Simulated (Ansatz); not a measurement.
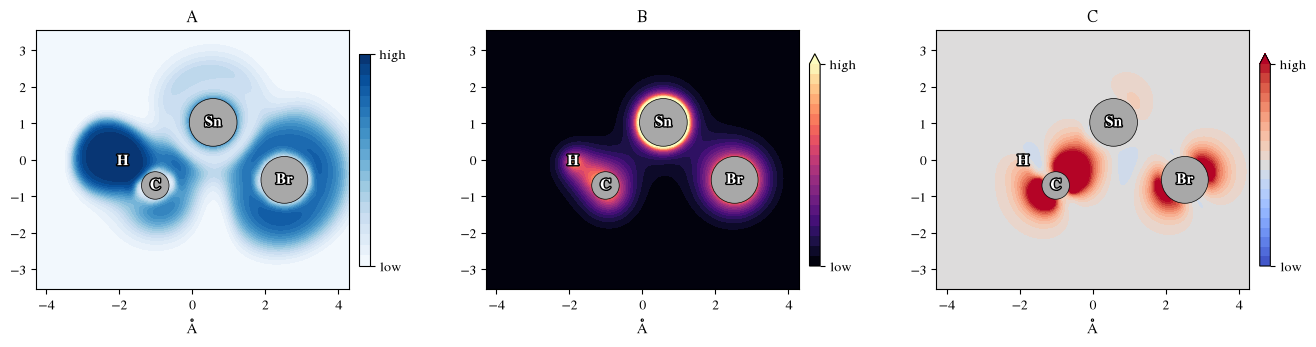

CH$_{5}$BrSn (SnH2MeBr) (charge +1, doublet): 3 fields on the plane of atoms Sn1, C4 and H5, with unlabelled colour scales. Grey discs cover the atomic cores.

Geometry: PBE-D4/def2-SVP; core potentials replace the inner electrons of Sn.

Method: Ansatz, UKS PBE0-D4/def2-TZVP.

**The panels show electron density, electron localisation function and spin density in some order. Assign them.**

Panel A: electron localisation function. Panel B: electron density. Panel C: spin density (confined to the atoms that carry the unpaired spin). From the grid: C–Sn (2.34 Å): ρ at the midpoint is about 0.43 e/Å³; the ELF peaks at about 0.75 in the valence shell of C, 0.8 Å from its nucleus, and drops to about 0.20 between the two atoms. Sn–Br (2.51 Å): the density is about 0.53 e/Å³ at the midpoint; the ELF peaks at about 0.75 in the valence shell of Br, 1.0 Å from its nucleus, and drops to about 0.15 between the two atoms.
